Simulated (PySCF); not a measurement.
SMILES C[Si](C)(C)CCC(F)(F)F at its GFN2-xTB optimised geometry (Å):

```
23

C      1.9737    -2.0104     0.0147
Si     1.4506    -0.1792    -0.0032
C      2.0873     0.6848    -1.5802
C      2.1069     0.7185     1.5468
C     -0.4692    -0.1239     0.0063
C     -1.0216     1.2961     0.0000
C     -2.5352     1.2961     0.0000
F     -3.0545     0.6816     1.0745
F     -3.0538     0.6820    -1.0751
F     -3.0437     2.5432     0.0000
H      1.5874    -2.5432    -0.8486
H      1.6103    -2.5190     0.9024
H      3.0545    -2.1077     0.0020
H      1.8864     1.7520    -1.5635
H      3.1603     0.5604    -1.6867
H      1.6226     0.2762    -2.4727
H      1.6474     0.3351     2.4529
H      1.9133     1.7865     1.5061
H      3.1801     0.5890     1.6472
H     -0.8588    -0.6548    -0.8626
H     -0.8506    -0.6439     0.8853
H     -0.6988     1.8464     0.8845
H     -0.6995     1.8383    -0.8898
```

Method: B3LYP/def2-SVP (PySCF 2.14.0). Cells within 0.4 Å of a nucleus heavier than hydrogen are left out (blank, or x).

Map of the log10 of the electron density (e/bohr³), floored at −4 on the plane z = 0.0 Å:

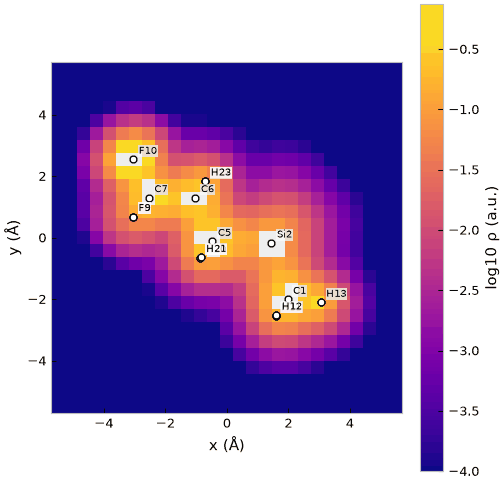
Log10 of the electron density (e/bohr³), floored at −4 on the plane z = 0.0 Å.
